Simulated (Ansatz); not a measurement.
# Ag: energy and stress against strain, part 2 of 2

The task, for Ag: see how energy and stress answer to the strain pattern (0, 1, 0, 0, 0, 0).

Ansatz 0.2.0; DFT PBEsol, scalar-relativistic, plane waves, PAW. Earlier steps stand in the parts before.

## (9) At ε = -0.0150

Contents of input.yaml:

```yaml
crystal:
  lattice:
    - [0.0, 2.0124535, 2.0431]
    - [2.0431, 0.0, 2.0431]
    - [2.0431, 2.0124535, 0.0]
  atoms:
    - { symbol: Ag, position: [0.0, 0.0, 0.0] }
basis:
  ecutwfc: 350.0
kpoints:
  mp_grid: { grid: [20, 20, 20] }
hamiltonian:
  xc: pbesol
scf:
  occupations: { method: gaussian, width: 0.15 }
output:
  forces: true
  stress: true
  eigenvalues: true
```

The run is started by

```
ansatz run input.yaml --threads 1 --pin off --max-ram 2560MiB --backend cpu --events-out ev --progress --plain --runs-dir out
```

The log of the run:

```text
Warning: basis.ecutwfc = 350 eV is below the records' recommended 420 eV, and the density's cutoff is lower with it unless basis.ecutrho_ratio is high enough to keep the records' density cutoff: compare with a run at a higher cutoff
Warning: RAYON_NUM_THREADS=1 ignored (pool sized by the plan → 1); use --threads N
Engine: ansatz 0.2.0, x86_64-unknown-linux-gnu
Pseudopotentials: kind: paw
Pseudopotential: Ag, paw, valence charge 19, recommended cutoff 420 eV (normal), Ag.paw.azcp
Functional definition: PBEsol
  exchange = pbesol_x
  correlation = pbesol_c
Crystal: 1 atoms, lattice volume = 16.801 Å³
Basis set: ecut = 350 eV, 259 PW (Γ), exchange–correlation on 36×36×36 points (8 copies of the dense FFT grid, shifted against one another)
Bands: 14, of which v1, the nominal top of the filled ones, is band 10 counted from 1 (9 counted from 0)
Symmetry: 16 space group operations
Space group: I4/mmm (ITA 139), of the structure as read, at distance tolerance 2.6e-5 Å
k-points: 641 of 8000
Non-local potential: Ag, projectors of the file, l = 0: 3, l = 1: 2, l = 2: 2, l = 3: 1
PAW form: soft (Blöchl's): semilocal exchange-correlation on the pseudo side does not see the compensation charge
PAW frozen core: Ag, regenerated for the run's functional, and the local potential with it (the file was generated under x = pbe(κ = 0.804, μ = 0.2195149727645171), c = pbe(β = 0.06672455060314922))
PAW one-centre angular grid: Ag, 590 points (default); XC on 64 Gauss nodes
Initial density: superposition of atomic densities (neutral atoms: chi_scale 0, normalization atom), corrected by the library's trained network
Initial wavefunctions: pseudopotential atomic-orbital guess
Functional: x = pbesol(κ = 0.804, μ = 0.12345679012345678), c = pbesol(β = 0.046)
SCF iter   1: F=—  HF=-7522.250917 eV  |F-HF|=—  |Δ(HF+E_count)|=         —  Δρ=1.02e-2  dr2=1.58e-2  ethr=1.77e-3  ⟨swp⟩=4.3  Hψ=42502  notcnv=0
preconditioner: auto → none  [metal: Δε(μ)=0.009 eV  Ē_g=16.255 eV  σ=0.150 eV  W_gap=0.04  n_scr=8 (ndim 8)  ℏωp=30.0 eV  f_vac=0.000  D(μ)=0.22/eV (n_scr^D=0)  sad-step TF]
SCF iter   2: F=—  HF=-7522.246271 eV  |F-HF|=—  |Δ(HF+E_count)|=   4.65e-3  Δρ=2.71e-3  dr2=1.17e-3  ethr=8.31e-5  ⟨swp⟩=1.7  Hψ=15777  notcnv=0
SCF iter   3: F=—  HF=-7522.245944 eV  |F-HF|=—  |Δ(HF+E_count)|=   3.27e-4  Δρ=8.82e-4  dr2=4.17e-5  ethr=6.14e-6  ⟨swp⟩=2.1  Hψ=11792  notcnv=0
SCF iter   4: F=—  HF=-7522.245945 eV  |F-HF|=—  |Δ(HF+E_count)|=   1.57e-6  Δρ=1.34e-4  dr2=1.02e-6  ethr=2.20e-7  ⟨swp⟩=2.3  Hψ=14755  notcnv=0
iter 5 did not close the SCF: its close was put off for the readings that it lacked (scf_convergence_deferred on its scf_iter line)
SCF iter   5: F=-7522.245946 eV  HF=-7522.245946 eV  |F-HF|=9.78e-9  |Δ(HF+E_count)|=   4.61e-7  Δρ=1.31e-5  dr2=1.68e-8  ethr=5.35e-9  ⟨swp⟩=2.0  Hψ=14582  notcnv=0
SCF iter   6: F=-7522.245946 eV  HF=-7522.245946 eV  |F-HF|=2.00e-11  |Δ(HF+E_count)|=   1.73e-9  Δρ=4.45e-7  dr2=2.51e-11  ethr=8.84e-11  ⟨swp⟩=2.5  Hψ=29850  notcnv=0
SCF 1 converged in 6 iterations: F = -7522.245946 eV  dr2 = 2.51e-11
SCF converged after 6 iterations
Free energy (F): -7522.245946 eV
Harris-Foulkes:  -7522.245946 eV  (|F-HF|=2.00e-11)
Internal energy: -7522.243601 eV  (E = F + TS)
E sigma→0 (E₀):  -7522.244773 eV
Entropy (-TS):   -0.002345 eV (-2.345 meV/atom)
Fermi energy:    17.495386 eV
--- Per-component energies (eV) ---
  E_band       = -231.116699
  E_kinetic    = 527.518776
  E_local      = -2170.882916  (includes V_loc(G=0)·N_el)
  E_nonlocal   = 82.343094
  E_hartree    = 987.762589
  E_xc         = -183.805849
  E_vxc        = -234.531827  (∫ρ·V_xc dr)
  E_paw        = -3834.459613  (= ΣΔE_a)
  E_vpaw       = -411.089937  (= ΣTr[D̂ρ^β])
  E_aug_tail   = 0.000622  (compensation charges beyond the density's cutoff)
  E_ewald      = -2931.043042
  E_core_change = 0.322739  (= ΣΔE_core)
  E_smearing   = -0.002345  (= −TS)
  E_closure    = -0.000000  (closes the sum)
  Σ components = -7522.245946   (vs F -7522.245946, Δ=0.00e0)
--- Forces (eV/Å), atoms counted from 1 ---
  atom   1  Ag     0.00000000    -0.00000000    -0.00000000
  max |Σ_I F_I| component: 9.86e-32 eV/Å
--- Stress (GPa, compression-positive) ---
       -1.198687       0.000000       0.000000
        0.000000      -0.618967       0.000000
        0.000000       0.000000      -1.198687
  P = ⅓ Tr σ = -1.0054 GPa (-10.054 kbar)
--- Band table (eV; the first three rows and the last of 641) ---
  k-point 0: bands = ["-74.3873", "-37.7943", "-37.7943", "-37.7936", "9.5519", "12.6684", "12.6684", "12.7652", "13.7285", "13.8296", "33.3763", "36.9755", "36.9755", "37.1929"]
  k-point 1: bands = ["-74.3869", "-37.7984", "-37.7950", "-37.7944", "9.6316", "12.6605", "12.6913", "12.7762", "13.7206", "13.8195", "33.4029", "36.3617", "37.0168", "37.1687"]
  k-point 2: bands = ["-74.3856", "-37.8109", "-37.7971", "-37.7962", "9.8640", "12.6239", "12.7522", "12.8252", "13.7040", "13.7960", "33.3277", "35.0616", "37.1222", "37.2639"]
  k-point 640: bands = ["-74.3617", "-37.9617", "-37.8650", "-37.8650", "10.9928", "11.1459", "14.5706", "14.8235", "14.8235", "19.2032", "24.5930", "27.9901", "27.9901", "34.5846"]
```

Run time: 14 s. Hardware: 1 thread of AMD EPYC (Zen 3), shared host; peak memory 0.4 GiB.

## (10) Point ε = 0.0100

Changes to input.yaml since step 9:

```diff
@@ -2,5 +2,5 @@
   lattice:
-    - [0.0, 2.0124535, 2.0431]
+    - [0.0, 2.063531, 2.0431]
     - [2.0431, 0.0, 2.0431]
-    - [2.0431, 2.0124535, 0.0]
+    - [2.0431, 2.063531, 0.0]
   atoms:
```

The run is started by

```
ansatz run input.yaml --threads 1 --pin off --max-ram 2560MiB --backend cpu --events-out ev --progress --plain --runs-dir out
```

The log of the run:

```text
[... 29 lines left out ...]
SCF 1 converged in 6 iterations: F = -7522.239818 eV  dr2 = 3.98e-11
SCF converged after 6 iterations
Free energy (F): -7522.239818 eV
Harris-Foulkes:  -7522.239818 eV  (|F-HF|=3.46e-11)
Internal energy: -7522.237512 eV  (E = F + TS)
E sigma→0 (E₀):  -7522.238665 eV
Entropy (-TS):   -0.002306 eV (-2.306 meV/atom)
Fermi energy:    16.919205 eV
--- Per-component energies (eV) ---
  E_band       = -240.589051
  E_kinetic    = 527.150863
  E_local      = -2210.025320  (includes V_loc(G=0)·N_el)
  E_nonlocal   = 82.442449
  E_hartree    = 1002.634299
  E_xc         = -183.571362
  E_vxc        = -234.215350  (∫ρ·V_xc dr)
  E_paw        = -3834.529934  (= ΣΔE_a)
  E_vpaw       = -411.211235  (= ΣTr[D̂ρ^β])
  E_aug_tail   = 0.000547  (compensation charges beyond the density's cutoff)
  E_ewald      = -2906.661793
  E_core_change = 0.322739  (= ΣΔE_core)
  E_smearing   = -0.002306  (= −TS)
  E_closure    = 0.000000  (closes the sum)
  Σ components = -7522.239818   (vs F -7522.239818, Δ=0.00e0)
--- Forces (eV/Å), atoms counted from 1 ---
  atom   1  Ag     0.00000000    -0.00000000    -0.00000000
  max |Σ_I F_I| component: 1.73e-31 eV/Å
--- Stress (GPa, compression-positive) ---
       -3.519869       0.000000       0.000000
        0.000000      -3.910447       0.000000
        0.000000       0.000000      -3.519869
  P = ⅓ Tr σ = -3.6501 GPa (-36.501 kbar)
--- Band table (eV; the first three rows and the last of 641) ---
  k-point 0: bands = ["-74.8931", "-38.3086", "-38.3082", "-38.3082", "9.1665", "12.1793", "12.2419", "12.2419", "13.2212", "13.2861", "32.7570", "36.2011", "36.3312", "36.3312"]
  k-point 1: bands = ["-74.8927", "-38.3123", "-38.3091", "-38.3087", "9.2446", "12.1820", "12.2426", "12.2637", "13.2131", "13.2769", "32.7764", "35.6026", "36.2797", "36.3642"]
  k-point 2: bands = ["-74.8916", "-38.3236", "-38.3109", "-38.3104", "9.4723", "12.1512", "12.2859", "12.3225", "13.1963", "13.2555", "32.6614", "34.3203", "36.3611", "36.4455"]
  k-point 640: bands = ["-74.8719", "-38.4582", "-38.3672", "-38.3672", "10.5849", "10.7283", "14.0146", "14.2439", "14.2439", "18.3658", "23.4092", "27.5927", "27.5927", "33.9983"]
```

Wall time 15 s (1 thread of AMD EPYC (Zen 3), shared host); peak memory 0.4 GiB.

## (11) Point ε = -0.0050

Changes to input.yaml since step 10:

```diff
@@ -2,5 +2,5 @@
   lattice:
-    - [0.0, 2.063531, 2.0431]
+    - [0.0, 2.0328845, 2.0431]
     - [2.0431, 0.0, 2.0431]
-    - [2.0431, 2.063531, 0.0]
+    - [2.0431, 2.0328845, 0.0]
   atoms:
```

The run is started by

```
ansatz run input.yaml --threads 1 --pin off --max-ram 2560MiB --backend cpu --events-out ev --progress --plain --runs-dir out
```

The log of the run:

```text
Warning: basis.ecutwfc = 350 eV is below the records' recommended 420 eV, and the density's cutoff is lower with it unless basis.ecutrho_ratio is high enough to keep the records' density cutoff: compare with a run at a higher cutoff
Warning: RAYON_NUM_THREADS=1 ignored (pool sized by the plan → 1); use --threads N
[... 6 set-up lines as earlier in the session ...]
Crystal: 1 atoms, lattice volume = 16.972 Å³
Basis set: ecut = 350 eV, 259 PW (Γ), exchange–correlation on 36×36×36 points (8 copies of the dense FFT grid, shifted against one another)
Bands: 14, of which v1, the nominal top of the filled ones, is band 10 counted from 1 (9 counted from 0)
[... 2 set-up lines as earlier in the session ...]
k-points: 641 of 8000
[... 7 set-up lines as earlier in the session ...]
SCF iter   1: F=—  HF=-7522.249513 eV  |F-HF|=—  |Δ(HF+E_count)|=         —  Δρ=1.02e-2  dr2=1.59e-2  ethr=1.77e-3  ⟨swp⟩=4.2  Hψ=42510  notcnv=0
preconditioner: auto → none  [metal: Δε(μ)=0.052 eV  Ē_g=16.153 eV  σ=0.150 eV  W_gap=0.19  n_scr=8 (ndim 8)  ℏωp=29.9 eV  f_vac=0.000  D(μ)=0.21/eV (n_scr^D=0)  sad-step TF]
SCF iter   2: F=—  HF=-7522.244846 eV  |F-HF|=—  |Δ(HF+E_count)|=   4.67e-3  Δρ=2.69e-3  dr2=1.17e-3  ethr=8.39e-5  ⟨swp⟩=1.7  Hψ=15798  notcnv=0
SCF iter   3: F=—  HF=-7522.244520 eV  |F-HF|=—  |Δ(HF+E_count)|=   3.26e-4  Δρ=8.81e-4  dr2=4.22e-5  ethr=6.14e-6  ⟨swp⟩=2.1  Hψ=11789  notcnv=0
SCF iter   4: F=—  HF=-7522.244524 eV  |F-HF|=—  |Δ(HF+E_count)|=   3.46e-6  Δρ=1.35e-4  dr2=1.05e-6  ethr=2.22e-7  ⟨swp⟩=2.3  Hψ=14772  notcnv=0
iter 5 did not close the SCF: its close was put off for the readings that it lacked (scf_convergence_deferred on its scf_iter line)
SCF iter   5: F=-7522.244524 eV  HF=-7522.244524 eV  |F-HF|=9.82e-9  |Δ(HF+E_count)|=   4.61e-7  Δρ=1.31e-5  dr2=1.68e-8  ethr=5.50e-9  ⟨swp⟩=2.0  Hψ=14580  notcnv=0
SCF iter   6: F=-7522.244524 eV  HF=-7522.244524 eV  |F-HF|=2.27e-11  |Δ(HF+E_count)|=   1.82e-9  Δρ=4.58e-7  dr2=2.74e-11  ethr=8.83e-11  ⟨swp⟩=2.5  Hψ=29874  notcnv=0
SCF 1 converged in 6 iterations: F = -7522.244524 eV  dr2 = 2.74e-11
SCF converged after 6 iterations
Free energy (F): -7522.244524 eV
Harris-Foulkes:  -7522.244524 eV  (|F-HF|=2.27e-11)
Internal energy: -7522.242204 eV  (E = F + TS)
E sigma→0 (E₀):  -7522.243364 eV
Entropy (-TS):   -0.002320 eV (-2.320 meV/atom)
Fermi energy:    17.259822 eV
--- Per-component energies (eV) ---
  E_band       = -234.963300
  E_kinetic    = 527.366719
  E_local      = -2186.663302  (includes V_loc(G=0)·N_el)
  E_nonlocal   = 82.381778
  E_hartree    = 993.745533
  E_xc         = -183.710426
  E_vxc        = -234.403049  (∫ρ·V_xc dr)
  E_paw        = -3834.486857  (= ΣΔE_a)
  E_vpaw       = -411.137420  (= ΣTr[D̂ρ^β])
  E_aug_tail   = 0.000582  (compensation charges beyond the density's cutoff)
  E_ewald      = -2921.198971
  E_core_change = 0.322739  (= ΣΔE_core)
  E_smearing   = -0.002320  (= −TS)
  E_closure    = 0.000000  (closes the sum)
  Σ components = -7522.244524   (vs F -7522.244524, Δ=0.00e0)
--- Forces (eV/Å), atoms counted from 1 ---
  atom   1  Ag     0.00000000     0.00000000     0.00000000
  max |Σ_I F_I| component: 1.23e-31 eV/Å
--- Stress (GPa, compression-positive) ---
       -2.190461       0.000000       0.000000
        0.000000      -1.996808       0.000000
        0.000000       0.000000      -2.190461
  P = ⅓ Tr σ = -2.1259 GPa (-21.259 kbar)
--- Band table (eV; the first three rows and the last of 641) ---
  k-point 0: bands = ["-74.5928", "-38.0031", "-38.0031", "-38.0029", "9.3952", "12.4950", "12.4950", "12.5269", "13.5496", "13.5828", "33.1232", "36.7169", "36.7169", "36.7863"]
  k-point 1: bands = ["-74.5924", "-38.0072", "-38.0037", "-38.0036", "9.4742", "12.4827", "12.5174", "12.5424", "13.5411", "13.5736", "33.1470", "36.0602", "36.7548", "36.8015"]
  k-point 2: bands = ["-74.5911", "-38.0192", "-38.0056", "-38.0053", "9.7047", "12.4377", "12.5776", "12.5999", "13.5225", "13.5527", "33.0564", "34.7609", "36.8502", "36.8948"]
  k-point 640: bands = ["-74.5690", "-38.1634", "-38.0689", "-38.0689", "10.8273", "10.9769", "14.3444", "14.5881", "14.5881", "18.8603", "24.1094", "27.8282", "27.8282", "34.3463"]
```

It took 14 s on 1 thread of AMD EPYC (Zen 3), shared host; peak memory 0.4 GiB.

## (12) ε = 0.0175

Changes to input.yaml since step 11:

```diff
@@ -2,5 +2,5 @@
   lattice:
-    - [0.0, 2.0328845, 2.0431]
+    - [0.0, 2.07885425, 2.0431]
     - [2.0431, 0.0, 2.0431]
-    - [2.0431, 2.0328845, 0.0]
+    - [2.0431, 2.07885425, 0.0]
   atoms:
```

The run is started by

```
ansatz run input.yaml --threads 1 --pin off --max-ram 2560MiB --backend cpu --events-out ev --progress --plain --runs-dir out
```

The log of the run:

```text
Warning: basis.ecutwfc = 350 eV is below the records' recommended 420 eV, and the density's cutoff is lower with it unless basis.ecutrho_ratio is high enough to keep the records' density cutoff: compare with a run at a higher cutoff
Warning: RAYON_NUM_THREADS=1 ignored (pool sized by the plan → 1); use --threads N
[... 6 set-up lines as earlier in the session ...]
Crystal: 1 atoms, lattice volume = 17.355 Å³
Basis set: ecut = 350 eV, 267 PW (Γ), exchange–correlation on 36×36×36 points (8 copies of the dense FFT grid, shifted against one another)
Bands: 14, of which v1, the nominal top of the filled ones, is band 10 counted from 1 (9 counted from 0)
[... 2 set-up lines as earlier in the session ...]
k-points: 641 of 8000
[... 7 set-up lines as earlier in the session ...]
SCF iter   1: F=—  HF=-7522.241350 eV  |F-HF|=—  |Δ(HF+E_count)|=         —  Δρ=1.02e-2  dr2=1.65e-2  ethr=1.77e-3  ⟨swp⟩=4.3  Hψ=42416  notcnv=0
preconditioner: auto → none  [metal: Δε(μ)=0.064 eV  Ē_g=15.932 eV  σ=0.150 eV  W_gap=0.24  n_scr=8 (ndim 8)  ℏωp=29.6 eV  f_vac=0.000  D(μ)=0.21/eV (n_scr^D=0)  sad-step TF]
SCF iter   2: F=—  HF=-7522.236633 eV  |F-HF|=—  |Δ(HF+E_count)|=   4.72e-3  Δρ=2.60e-3  dr2=1.12e-3  ethr=8.71e-5  ⟨swp⟩=1.8  Hψ=15929  notcnv=0
SCF iter   3: F=—  HF=-7522.236321 eV  |F-HF|=—  |Δ(HF+E_count)|=   3.12e-4  Δρ=8.74e-4  dr2=4.23e-5  ethr=5.91e-6  ⟨swp⟩=2.1  Hψ=11688  notcnv=0
SCF iter   4: F=—  HF=-7522.236322 eV  |F-HF|=—  |Δ(HF+E_count)|=   1.21e-6  Δρ=1.40e-4  dr2=1.30e-6  ethr=2.23e-7  ⟨swp⟩=2.8  Hψ=14824  notcnv=0
iter 5 did not close the SCF: its close was put off for the readings that it lacked (scf_convergence_deferred on its scf_iter line)
SCF iter   5: F=-7522.236322 eV  HF=-7522.236322 eV  |F-HF|=4.49e-9  |Δ(HF+E_count)|=   3.94e-7  Δρ=1.11e-5  dr2=9.89e-9  ethr=6.87e-9  ⟨swp⟩=2.0  Hψ=14001  notcnv=0
SCF iter   6: F=-7522.236322 eV  HF=-7522.236322 eV  |F-HF|=6.00e-11  |Δ(HF+E_count)|=  7.87e-10  Δρ=7.97e-7  dr2=7.62e-11  ethr=5.21e-11  ⟨swp⟩=2.2  Hψ=29602  notcnv=0
SCF 1 converged in 6 iterations: F = -7522.236322 eV  dr2 = 7.62e-11
SCF converged after 6 iterations
Free energy (F): -7522.236322 eV
Harris-Foulkes:  -7522.236322 eV  (|F-HF|=6.00e-11)
Internal energy: -7522.234014 eV  (E = F + TS)
E sigma→0 (E₀):  -7522.235168 eV
Entropy (-TS):   -0.002308 eV (-2.308 meV/atom)
Fermi energy:    16.754439 eV
--- Per-component energies (eV) ---
  E_band       = -243.339776
  E_kinetic    = 527.049619
  E_local      = -2221.572804  (includes V_loc(G=0)·N_el)
  E_nonlocal   = 82.472733
  E_hartree    = 1007.041580
  E_xc         = -183.503886
  E_vxc        = -234.124247  (∫ρ·V_xc dr)
  E_paw        = -3834.552246  (= ΣΔE_a)
  E_vpaw       = -411.249343  (= ΣTr[D̂ρ^β])
  E_aug_tail   = 0.000565  (compensation charges beyond the density's cutoff)
  E_ewald      = -2899.492314
  E_core_change = 0.322739  (= ΣΔE_core)
  E_smearing   = -0.002308  (= −TS)
  E_closure    = 0.000000  (closes the sum)
  Σ components = -7522.236322   (vs F -7522.236322, Δ=0.00e0)
--- Forces (eV/Å), atoms counted from 1 ---
  atom   1  Ag    -0.00000000    -0.00000000     0.00000000
  max |Σ_I F_I| component: 8.63e-32 eV/Å
--- Stress (GPa, compression-positive) ---
       -4.123235      -0.000000       0.000000
       -0.000000      -4.805598      -0.000000
        0.000000      -0.000000      -4.123235
  P = ⅓ Tr σ = -4.3507 GPa (-43.507 kbar)
--- Band table (eV; the first three rows and the last of 641) ---
  k-point 0: bands = ["-75.0400", "-38.4580", "-38.4573", "-38.4573", "9.0550", "12.0098", "12.1183", "12.1183", "13.0434", "13.1565", "32.5797", "35.9075", "36.1392", "36.1392"]
  k-point 1: bands = ["-75.0396", "-38.4613", "-38.4584", "-38.4578", "9.1326", "12.0161", "12.1156", "12.1399", "13.0365", "13.1469", "32.5969", "35.3714", "36.0321", "36.1702"]
  k-point 2: bands = ["-75.0385", "-38.4723", "-38.4602", "-38.4593", "9.3590", "12.0021", "12.1419", "12.1980", "13.0221", "13.1242", "32.4690", "34.1051", "36.1020", "36.2448"]
  k-point 640: bands = ["-75.0199", "-38.6024", "-38.5132", "-38.5132", "10.4661", "10.6061", "13.8539", "14.0756", "14.0756", "18.1267", "23.0686", "27.4781", "27.4781", "33.8285"]
```

Run time: 14 s. Hardware: 1 thread of AMD EPYC (Zen 3), shared host; peak memory 0.4 GiB.

## (13) The scan collected

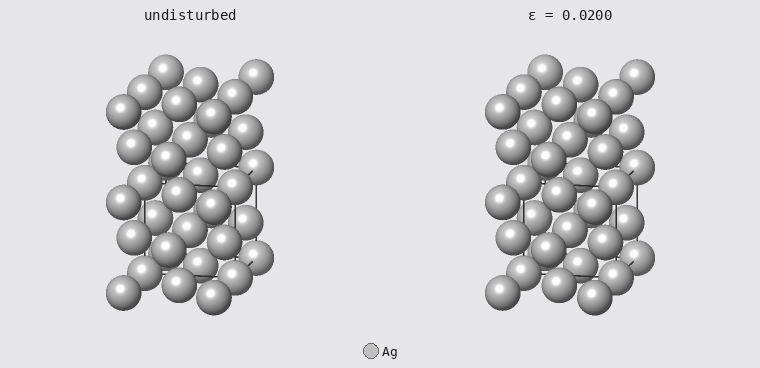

The undisturbed cell and the costliest point of the scan, at one scale, with neighbouring cells.

Collected from the runs (energy zero: the undisturbed cell):

```csv
ε,ΔE (meV/atom),stress on the pattern (GPa),pressure (GPa)
-0.0200,-2.7,-0.10,-0.4
-0.0150,-2.6,0.62,-1.0
-0.0100,-2.1,1.32,-1.6
-0.0050,-1.2,2.00,-2.1
0.0000,0.0,2.65,-2.7
0.0050,1.6,3.29,-3.2
0.0100,3.5,3.91,-3.7
0.0150,5.8,4.51,-4.1
0.0175,7.0,4.81,-4.4
0.0200,8.3,5.09,-4.6
```

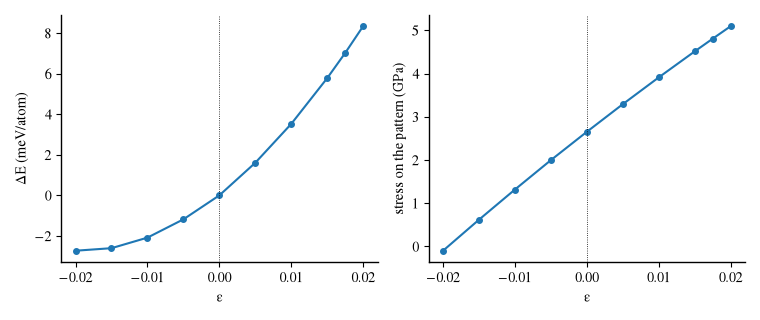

ΔE and stress on the pattern along the scan.

## (14) Results

This closing draws on all 2 parts.

```
                                  quantity    value
slope of the stress at ε = 0, over ±0.0050  129 GPa
```

What this shows: Cutoff, mesh or smearing here differ from converged choices, so read the numbers with care. From the stress slope, C22 is about 129 GPa with the ions clamped. The reference stands under -2.7 GPa, so this is no zero-stress constant. The undisturbed cell is not the lowest point: the energy is 2.7 meV/atom lower at ε = -0.0200; the cell was taken as given and not relaxed at this level. In some runs cutoff or mesh lie under the advised values, so their numbers carry a basis error.
